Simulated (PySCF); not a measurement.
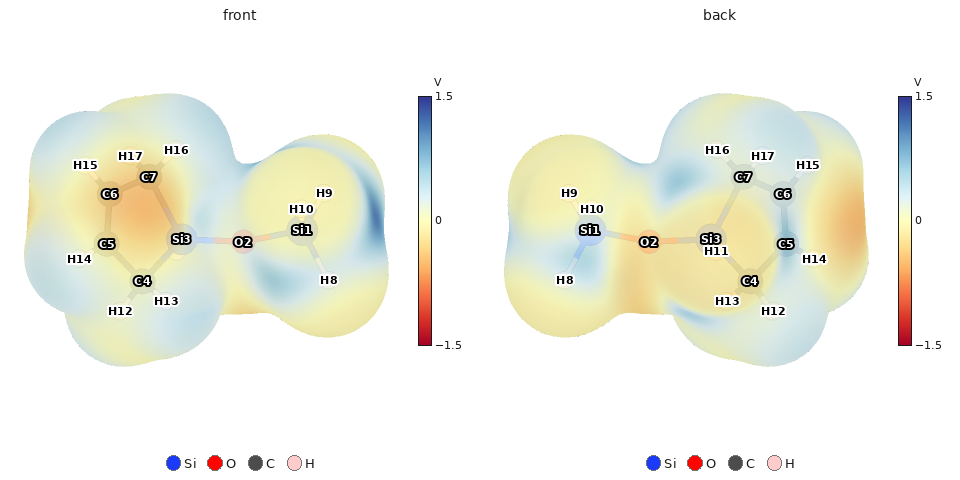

C4H10OSi2 (SMILES [SiH3]O[SiH]1CC=CC1). The electrostatic potential painted on the density surface at 0.001 e/bohr³, seen from the front and from behind; red is negative and blue positive.

Geometry: GFN2-xTB.

The calculation used B3LYP/def2-SVPD, SCF density, gas phase (PySCF 2.14.0).

Input

```
{"job": {"kind": "uv", "xc": "B3LYP", "basis": "def2-SVPD", "nstates": 8, "ntriplets": 3}, "charge": 0, "multiplicity": 1}
Si     2.867191    -1.074405     0.214629
O      1.455834    -0.711672    -0.492840
Si     0.055472    -0.034864    -0.952412
C     -1.465572    -0.937534    -0.244788
C     -2.172551     0.116025     0.556828
C     -1.641929     1.323856     0.642520
C     -0.348007     1.602326    -0.064991
H      3.106202    -2.478333    -0.110422
H      3.871566    -0.183485    -0.364283
H      2.727647    -0.861025     1.655093
H      0.139800     0.041550    -2.410096
H     -2.135496    -1.328459    -1.011724
H     -1.207899    -1.783120     0.396397
H     -3.098479    -0.146723     1.049159
H     -2.102514     2.121293     1.209341
H      0.414273     1.897682     0.658971
H     -0.472534     2.448920    -0.741292
```

Launched as:

```sh
OMP_NUM_THREADS=1 python probes_run.py task.json out
```

Q: Where is the surface potential most negative and most positive?

A: The most negative region (about −0.5 V, or −12 kcal/mol for a unit charge) lies over the π face of C5 and C6, the most positive (about +1.0 V, or +23 kcal/mol for a unit charge) over Si1.

Q: What dipole moment does the calculation give?

A: Its dipole moment is 0.32 D.
